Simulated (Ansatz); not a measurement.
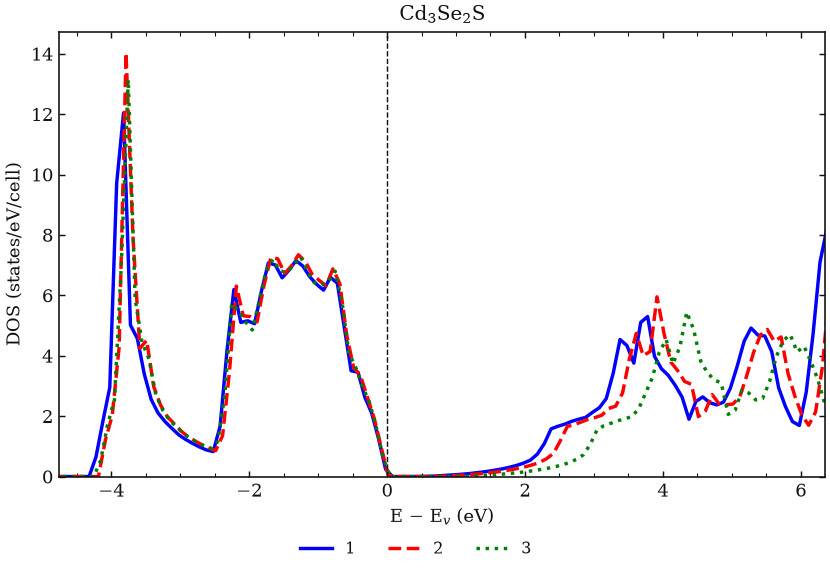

Total densities of states of Cd$_{3}$Se$_{2}$S, space group I-4m2 (No. 119), 6 atoms in the cell, by three methods on the same cell. Each is counted from its own valence-band top.

**Which curve is which? The methods: PBE, r2SCAN, LDA.**

1 is LDA; 2 is PBE; 3 is r2SCAN. LDA gives a gap of 0.36 eV, PBE gives a gap of 0.63 eV and r2SCAN gives a gap of 1.09 eV.

Settings. LDA: DFT LDA, scalar-relativistic, plane waves, PAW, no spin polarisation, 10×10×10 k mesh, 420 eV cutoff, Gaussian smearing of 0.02 eV (Ansatz 0.2.0). PBE: DFT PBE, scalar-relativistic, plane waves, PAW, no spin polarisation, 10×10×10 k mesh, 420 eV cutoff, Gaussian smearing of 0.02 eV (Ansatz). r2SCAN: DFT r2SCAN, scalar-relativistic, plane waves, PAW, no spin polarisation, 10×10×10 k mesh, 500 eV cutoff, Gaussian smearing of 0.02 eV (Ansatz).

The structure is an invented one, so it need not be a known or stable phase.
